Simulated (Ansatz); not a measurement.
## Electronic structure of C$_{2}$H$_{6}$In (SMILES C=[CH][InH3-]) (charge −1) in real space

The calculation's input:

```
crystal:
  periodic: [false, false, false]
  atoms:
    - {symbol: C, position_ang: [-2.069994, -0.344843, 1.744519]}
    - {symbol: C, position_ang: [-1.010529, 0.108237, 1.034916]}
    - {symbol: In, position_ang: [0.793598, -1.110927, 0.429286]}
    - {symbol: H, position_ang: [-2.937006, 0.289401, 2.020992]}
    - {symbol: H, position_ang: [-2.127969, -1.391172, 2.092600]}
    - {symbol: H, position_ang: [-1.065281, 1.177910, 0.740655]}
    - {symbol: H, position_ang: [2.276625, -0.355982, 1.136693]}
    - {symbol: H, position_ang: [0.529803, -2.776289, 1.074475]}
    - {symbol: H, position_ang: [0.921222, -1.114209, -1.374439]}
basis:
  gaussian:
    orbitals: def2-TZVPD
total_charge: -1
hamiltonian:
  xc: {name: PBE0}
output:
  forces: true
  orbitals: {seedname: orbitals}
```

Launched as:

```sh
ansatz run input.yaml --threads 2 --pin off --max-ram 4350MiB --events-out events.jsonl --progress --plain --runs-dir runs
```

Geometry: BLYP-D3(BJ)/def2-SVPD; core potentials replace the inner electrons of In.

Computed with isolated molecule in a Gaussian basis; Kohn-Sham density functional theory, functional PBE0 in Ansatz.

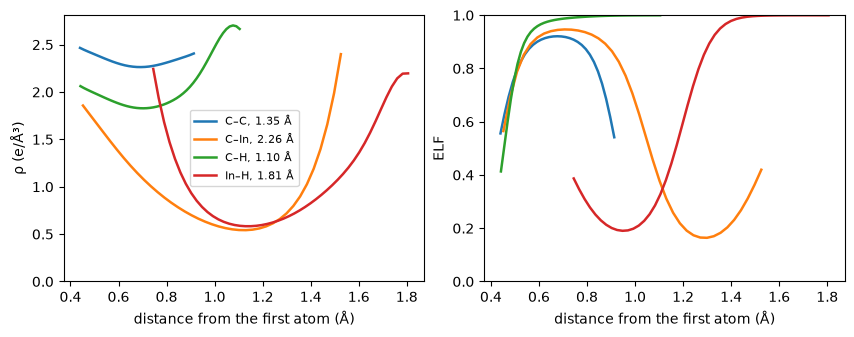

Figure 1. Electron density and electron localisation function along straight lines between neighbouring atoms. The curves leave out the atomic cores.

Q: What can be read from the curves?

A: C–C (1.35 Å): ρ at the midpoint is about 2.3 e/Å³; the ELF peaks at about 0.90 between the atoms (localised, covalent bonding).
C–In (2.26 Å): the density is about 0.54 e/Å³ at the midpoint; the ELF peaks at about 0.95 in the valence shell of C, 0.7 Å from its nucleus, and drops to about 0.15 between the two atoms.
C–H (1.10 Å): ρ is about 1.9 e/Å³ halfway; the ELF climbs to about 1 towards the hydrogen, as it does in any bond to H; a covalent bond by its length.
In–H (1.81 Å): ρ at the midpoint is about 0.93 e/Å³; the ELF climbs to about 1 towards the hydrogen.

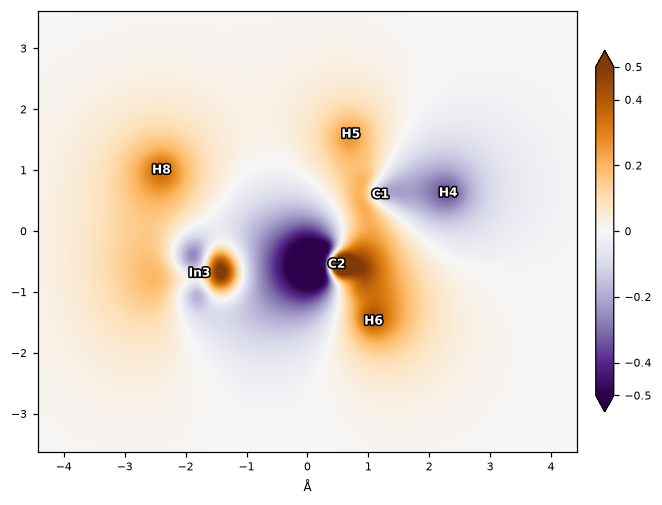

Figure 2. The HOMO−1 on the plane of atoms H4, C1 and H5 (values in Å⁻³ᐟ²; the overall sign is arbitrary).

Q: What is the character of this orbital?

A: It lies mainly on C2 (about 40 %), In3 (about 25 %), H8 (about 10 %), C1 (about 10 %) and H6 (about 5 %). Its energy is −2.44 eV.
